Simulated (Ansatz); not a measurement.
## Run report: TaHCl$_{4}$F, nudged elastic band (part 1 of 2)

System: TaHCl$_{4}$F, multiplicity 2.
Method: UKS PBE/def2-SVP (Ansatz 0.2.0).

The run did not end well. One setting was made poor on purpose. It belongs to a series of runs on one base structure; here: band between the two ends.

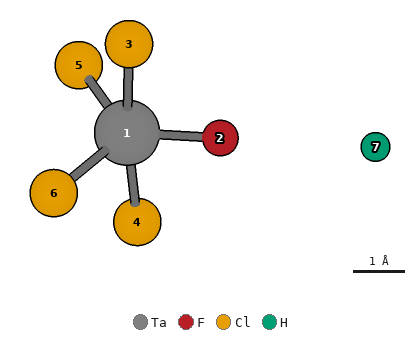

Figure 1. The input geometry (ball-and-stick view, seen at a tilt; atoms are numbered from 1 in the order of the input). Sticks mark near contacts. Bond lengths as drawn: Cl–Ta 2.30 to 2.35 Å and F–Ta 1.87 Å.

**Input**
```yaml
crystal:
  periodic: [false, false, false]
  atoms:
    - { symbol: Ta, position_ang: [-0.222907, -2.8e-05, -0.000192] }
    - { symbol: F, position_ang: [1.651432, 7.3e-05, 0.000474] }
    - { symbol: Cl, position_ang: [-0.098885, 0.001666, 2.341684] }
    - { symbol: Cl, position_ang: [-0.100066, -0.002264, -2.342245] }
    - { symbol: Cl, position_ang: [-1.442771, 1.94686, 0.002313] }
    - { symbol: Cl, position_ang: [-1.443312, -1.946622, -0.002135] }
    - { symbol: H, position_ang: [4.766508, 0.000314, 0.000101] }
magnetization:
  spin_polarized: true
  initial_magnetization: 1
basis:
  gaussian: { orbitals: def2-SVP }
hamiltonian:
  xc: pbe
neb:
  order_check: false
  images: 5
  f_tol: 0.05
  max_iterations: 60
  initial_path: linear
  final_atoms:
    - { symbol: Ta, position_ang: [-0.10748222, 0.19276286, 0.13106751] }
    - { symbol: F, position_ang: [2.12564913, -0.79150372, 0.25491918] }
    - { symbol: Cl, position_ang: [0.25212618, 0.68906026, 2.35110584] }
    - { symbol: Cl, position_ang: [1.05675795, 0.82054138, -1.83838771] }
    - { symbol: Cl, position_ang: [-1.95724257, 1.51617094, -0.24468849] }
    - { symbol: Cl, position_ang: [-0.65182585, -2.04733877, -0.08606625] }
    - { symbol: H, position_ang: [2.39201638, -0.37969396, -0.56795008] }
```

Run on 4 threads of Arm Neoverse V1, 24 GiB of memory available, shared host.

Command:
```bash
ansatz run input.yaml --threads 4 --pin off --max-ram 5120MiB --backend cpu --events-out ev --progress --plain --runs-dir out
```

**Log**
```
Engine: ansatz 0.2.0, aarch64-unknown-linux-gnu
Functional definition: PBE
  parameter kappa = 0.804
  parameter beta = 0.06672455060314922
  exchange = pbe_x(kappa = kappa, mu = beta*pi^2/3)
  correlation = pbe_c(beta = beta)
1290 factors; their error is unknown
mean field evaluation 1: about -54338.4844 eV, gradient 2.8e1 eV
mean field evaluation 2: about -54244.3226 eV, gradient 1.7e2 eV
mean field evaluation 4: about -54340.3429 eV, gradient 1.7e1 eV
mean field evaluation 8: about -54341.6404 eV, gradient 8.0e-2 eV
mean field evaluation 16: about -54341.5655 eV, gradient 5.6e-5 eV
mean field -54341.56545625 eV, -1997.0156964811 hartree, gradient 2.1e-5 eV, S^2 0.750001; 0 other end points of the search recorded, 0 dependent functions left out
the calculation of the forces begins
reference -54341.56552426 eV, -1997.0156989803 hartree; 46, 45 occupied and 77, 78 virtual orbitals, 1290 factors
1290 factors; their error is unknown
mean field evaluation 32: about -54342.1012 eV, gradient 1.6e-3 eV
mean field evaluation 64: about -54342.0979 eV, gradient 4.1e-1 eV
mean field -54342.10117028 eV, -1997.0353836086 hartree, gradient 1.0e-5 eV, S^2 0.753046; 6 other end points of the search recorded, 0 dependent functions left out
[... from here on the field's lines of each further geometry are left out, up to the last ...]
NEB iter   1: max|band force component| = 3.485e0 eV/Å  barrier→ = 1.2003 eV  barrier← = 1.7360 eV  Δτ_max = 0.1982 Å  (638 SCF iters)
NEB iter   2: max|band force component| = 1.647e0 eV/Å  barrier→ = 0.6997 eV  barrier← = 1.2354 eV  Δτ_max = 0.1876 Å  (227 SCF iters)
NEB iter   3: max|band force component| = 1.885e0 eV/Å  barrier→ = 0.6432 eV  barrier← = 1.1789 eV  Δτ_max = 0.0924 Å  (203 SCF iters)
NEB iter   4: max|band force component| = 3.440e-1 eV/Å  barrier→ = 0.6490 eV  barrier← = 1.1847 eV  CI = image 4  Δτ_max = 0.1812 Å  (196 SCF iters)
NEB iter   5: max|band force component| = 3.467e-1 eV/Å  barrier→ = 0.6074 eV  barrier← = 1.1431 eV  CI = image 4  Δτ_max = 0.0953 Å  (199 SCF iters)
NEB iter   6: max|band force component| = 2.544e-1 eV/Å  barrier→ = 0.5804 eV  barrier← = 1.1161 eV  CI = image 4  Δτ_max = 0.0945 Å  (183 SCF iters)
NEB iter   7: max|band force component| = 1.629e-1 eV/Å  barrier→ = 0.5553 eV  barrier← = 1.0910 eV  CI = image 4  Δτ_max = 0.1892 Å  (189 SCF iters)
NEB iter   8: max|band force component| = 1.428e-1 eV/Å  barrier→ = 0.5134 eV  barrier← = 1.0491 eV  CI = image 4  Δτ_max = 0.1883 Å  (224 SCF iters)
NEB iter   9: max|band force component| = 3.050e-1 eV/Å  barrier→ = 0.4688 eV  barrier← = 1.0045 eV  CI = image 4  Δτ_max = 0.0952 Å  (272 SCF iters)
NEB iter  10: max|band force component| = 4.752e-1 eV/Å  barrier→ = 0.4259 eV  barrier← = 0.9616 eV  CI = image 4  Δτ_max = 0.0475 Å  (208 SCF iters)
NEB iter  11: max|band force component| = 5.575e-1 eV/Å  barrier→ = 0.3982 eV  barrier← = 0.9339 eV  CI = image 4  Δτ_max = 0.0237 Å  (218 SCF iters)
NEB iter  12: max|band force component| = 5.869e-1 eV/Å  barrier→ = 0.3841 eV  barrier← = 0.9199 eV  CI = image 4  Δτ_max = 0.0475 Å  (202 SCF iters)
NEB iter  13: max|band force component| = 6.451e-1 eV/Å  barrier→ = 0.3523 eV  barrier← = 0.8880 eV  CI = image 4  Δτ_max = 0.0474 Å  (191 SCF iters)
NEB iter  14: max|band force component| = 6.865e-1 eV/Å  barrier→ = 0.3164 eV  barrier← = 0.8521 eV  CI = image 4  Δτ_max = 0.0948 Å  (186 SCF iters)
NEB iter  15: max|band force component| = 7.117e-1 eV/Å  barrier→ = 0.2397 eV  barrier← = 0.7754 eV  CI = image 4  Δτ_max = 0.1900 Å  (187 SCF iters)
NEB iter  16: max|band force component| = 7.301e-1 eV/Å  barrier→ = 0.1194 eV  barrier← = 0.6551 eV  CI = image 4  Δτ_max = 0.1867 Å  (197 SCF iters)
NEB iter  17: max|band force component| = 1.007e0 eV/Å  barrier→ = 0.1375 eV  barrier← = 0.6732 eV  CI = image 4  Δτ_max = 0.1878 Å  (197 SCF iters)
NEB iter  18: max|band force component| = 1.345e0 eV/Å  barrier→ = 0.1297 eV  barrier← = 0.6654 eV  CI = image 4  Δτ_max = 0.1916 Å  (194 SCF iters)
NEB iter  19: max|band force component| = 1.482e0 eV/Å  barrier→ = 0.1287 eV  barrier← = 0.6644 eV  CI = image 4  Δτ_max = 0.0943 Å  (211 SCF iters)
NEB iter  20: max|band force component| = 1.385e0 eV/Å  barrier→ = 0.1399 eV  barrier← = 0.6757 eV  CI = image 4  Δτ_max = 0.1944 Å  (201 SCF iters)
NEB iter  21: max|band force component| = 2.119e0 eV/Å  barrier→ = 0.1981 eV  barrier← = 0.7339 eV  CI = image 4  Δτ_max = 0.0944 Å  (204 SCF iters)
NEB iter  22: max|band force component| = 9.166e-1 eV/Å  barrier→ = 0.2294 eV  barrier← = 0.7652 eV  CI = image 4  Δτ_max = 0.1924 Å  (189 SCF iters)
NEB iter  23: max|band force component| = 3.219e-1 eV/Å  barrier→ = 0.2237 eV  barrier← = 0.7594 eV  CI = image 4  Δτ_max = 0.2000 Å  (184 SCF iters)
NEB iter  24: max|band force component| = 7.931e-1 eV/Å  barrier→ = 0.2157 eV  barrier← = 0.7515 eV  CI = image 4  Δτ_max = 0.1023 Å  (189 SCF iters)
NEB iter  25: max|band force component| = 1.601e-1 eV/Å  barrier→ = 0.2084 eV  barrier← = 0.7441 eV  CI = image 4  Δτ_max = 0.2000 Å  (181 SCF iters)
NEB iter  26: max|band force component| = 6.810e-1 eV/Å  barrier→ = 0.1989 eV  barrier← = 0.7346 eV  CI = image 4  Δτ_max = 0.1001 Å  (184 SCF iters)
NEB iter  27: max|band force component| = 1.295e-1 eV/Å  barrier→ = 0.1937 eV  barrier← = 0.7294 eV  CI = image 4  Δτ_max = 0.1995 Å  (176 SCF iters)
NEB iter  28: max|band force component| = 1.465e-1 eV/Å  barrier→ = 0.1900 eV  barrier← = 0.7258 eV  CI = image 4  Δτ_max = 0.0994 Å  (186 SCF iters)
NEB iter  29: max|band force component| = 1.121e-1 eV/Å  barrier→ = 0.1861 eV  barrier← = 0.7218 eV  CI = image 4  Δτ_max = 0.0991 Å  (171 SCF iters)
NEB iter  30: max|band force component| = 7.372e-2 eV/Å  barrier→ = 0.1834 eV  barrier← = 0.7191 eV  CI = image 4  Δτ_max = 0.0988 Å  (172 SCF iters)
NEB iter  31: max|band force component| = 6.206e-2 eV/Å  barrier→ = 0.1807 eV  barrier← = 0.7164 eV  CI = image 4  Δτ_max = 0.0986 Å  (167 SCF iters)
NEB iter  32: max|band force component| = 6.860e-2 eV/Å  barrier→ = 0.1775 eV  barrier← = 0.7132 eV  CI = image 4  Δτ_max = 0.1934 Å  (170 SCF iters)
NEB iter  33: max|band force component| = 8.461e-2 eV/Å  barrier→ = 0.1730 eV  barrier← = 0.7087 eV  CI = image 4  Δτ_max = 0.0985 Å  (180 SCF iters)
NEB iter  34: max|band force component| = 7.965e-2 eV/Å  barrier→ = 0.1661 eV  barrier← = 0.7018 eV  CI = image 4  Δτ_max = 0.0980 Å  (171 SCF iters)
NEB iter  35: max|band force component| = 1.051e-1 eV/Å  barrier→ = 0.1561 eV  barrier← = 0.6919 eV  CI = image 4  Δτ_max = 0.0497 Å  (181 SCF iters)
NEB iter  36: max|band force component| = 7.341e-2 eV/Å  barrier→ = 0.1503 eV  barrier← = 0.6860 eV  CI = image 4  Δτ_max = 0.0496 Å  (178 SCF iters)
NEB iter  37: max|band force component| = 8.685e-2 eV/Å  barrier→ = 0.1437 eV  barrier← = 0.6794 eV  CI = image 4  Δτ_max = 0.0984 Å  (176 SCF iters)
NEB iter  38: max|band force component| = 1.353e-1 eV/Å  barrier→ = 0.1295 eV  barrier← = 0.6652 eV  CI = image 4  Δτ_max = 0.0984 Å  (182 SCF iters)
NEB iter  39: max|band force component| = 1.772e-1 eV/Å  barrier→ = 0.1150 eV  barrier← = 0.6507 eV  CI = image 4  Δτ_max = 0.0985 Å  (179 SCF iters)
NEB iter  40: max|band force component| = 2.077e-1 eV/Å  barrier→ = 0.1015 eV  barrier← = 0.6372 eV  CI = image 4  Δτ_max = 0.1943 Å  (181 SCF iters)
NEB iter  41: max|band force component| = 2.459e-1 eV/Å  barrier→ = 0.0897 eV  barrier← = 0.6254 eV  CI = image 4  Δτ_max = 0.1949 Å  (181 SCF iters)
NEB iter  42: max|band force component| = 2.751e-1 eV/Å  barrier→ = 0.0786 eV  barrier← = 0.6143 eV  CI = image 4  Δτ_max = 0.1535 Å  (172 SCF iters)
NEB iter  43: max|band force component| = 2.357e-1 eV/Å  barrier→ = 0.0676 eV  barrier← = 0.6033 eV  CI = image 4  Δτ_max = 0.1946 Å  (177 SCF iters)
NEB iter  44: max|band force component| = 4.216e0 eV/Å  barrier→ = 0.0736 eV  barrier← = 0.6093 eV  CI = image 2  Δτ_max = 0.1964 Å  (182 SCF iters)
NEB iter  45: max|band force component| = 6.856e-1 eV/Å  barrier→ = 0.1073 eV  barrier← = 0.6430 eV  CI = image 4  Δτ_max = 0.1969 Å  (183 SCF iters)
NEB iter  46: max|band force component| = 3.982e0 eV/Å  barrier→ = 0.0552 eV  barrier← = 0.5910 eV  CI = image 2  Δτ_max = 0.2000 Å  (173 SCF iters)
NEB iter  47: max|band force component| = 1.267e0 eV/Å  barrier→ = 0.2376 eV  barrier← = 0.7733 eV  CI = image 4  Δτ_max = 0.1971 Å  (176 SCF iters)
NEB iter  48: max|band force component| = 4.266e-1 eV/Å  barrier→ = 0.0459 eV  barrier← = 0.5816 eV  CI = image 4  Δτ_max = 0.1983 Å  (182 SCF iters)
NEB iter  49: max|band force component| = 3.276e-1 eV/Å  barrier→ = 0.0404 eV  barrier← = 0.5761 eV  CI = image 4  Δτ_max = 0.1974 Å  (177 SCF iters)
NEB iter  50: max|band force component| = 2.835e-1 eV/Å  barrier→ = 0.0379 eV  barrier← = 0.5736 eV  CI = image 4  Δτ_max = 0.1965 Å  (174 SCF iters)
NEB iter  51: max|band force component| = 2.587e-1 eV/Å  barrier→ = 0.0378 eV  barrier← = 0.5735 eV  CI = image 4  Δτ_max = 0.2000 Å  (181 SCF iters)
NEB iter  52: max|band force component| = 1.643e0 eV/Å  barrier→ = 0.0458 eV  barrier← = 0.5815 eV  CI = image 2  Δτ_max = 0.0986 Å  (188 SCF iters)
NEB iter  53: max|band force component| = 3.463e-1 eV/Å  barrier→ = 0.0400 eV  barrier← = 0.5757 eV  CI = image 4  Δτ_max = 0.2000 Å  (175 SCF iters)
NEB iter  54: max|band force component| = 4.017e-1 eV/Å  barrier→ = 0.0423 eV  barrier← = 0.5780 eV  CI = image 4  Δτ_max = 0.1023 Å  (188 SCF iters)
NEB iter  55: max|band force component| = 5.204e-1 eV/Å  barrier→ = 0.0380 eV  barrier← = 0.5737 eV  CI = image 4  Δτ_max = 0.2000 Å  (171 SCF iters)
NEB iter  56: max|band force component| = 3.312e-1 eV/Å  barrier→ = 0.0736 eV  barrier← = 0.6093 eV  CI = image 3  Δτ_max = 0.1995 Å  (189 SCF iters)
NEB iter  57: max|band force component| = 9.625e-1 eV/Å  barrier→ = 0.0331 eV  barrier← = 0.5688 eV  CI = image 4  Δτ_max = 0.1949 Å  (184 SCF iters)
NEB iter  58: max|band force component| = 1.104e0 eV/Å  barrier→ = 0.1075 eV  barrier← = 0.6432 eV  CI = image 3  Δτ_max = 0.2000 Å  (183 SCF iters)
NEB iter  59: max|band force component| = 5.849e-1 eV/Å  barrier→ = 0.0277 eV  barrier← = 0.5634 eV  CI = image 4  Δτ_max = 0.1947 Å  (186 SCF iters)
the calculation of the forces begins
reference -54341.52787961 eV, -1997.0143155653 hartree; 46, 45 occupied and 77, 78 virtual orbitals, 1290 factors
these checks for a lower state are left out or cut short: starts, cluster_reference, orbital_swaps, neighbouring_geometries, increment
1290 factors; their error is unknown
mean field -54342.29471812 eV, -1997.0424963608 hartree, gradient 2.1e-5 eV, S^2 0.752876; 0 other end points of the search recorded, 0 dependent functions left out
the calculation of the forces begins
reference -54342.29477956 eV, -1997.0424986183 hartree; 46, 45 occupied and 77, 78 virtual orbitals, 1290 factors
NEB iter  60: max|band force component| = 1.378e0 eV/Å  barrier→ = 0.0933 eV  barrier← = 0.6290 eV  CI = image 3  Δτ_max = 0.2000 Å  (180 SCF iters)
```

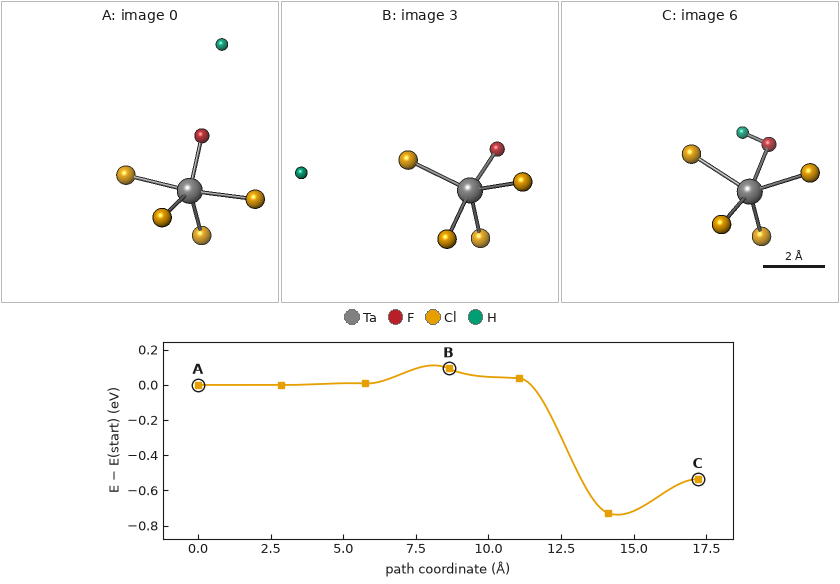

Figure 2. Images of the last band (counted from 0; ball-and-stick, seen at a tilt) above the energy along the path; the line is a cubic interpolation that uses the forces. The highest image is number 3, 0.093 eV above the start and 0.629 eV above the end (the climbing image); the end lies 0.536 eV below the start. The path is 17.20 Å long. The band had not converged after 60 iterations.
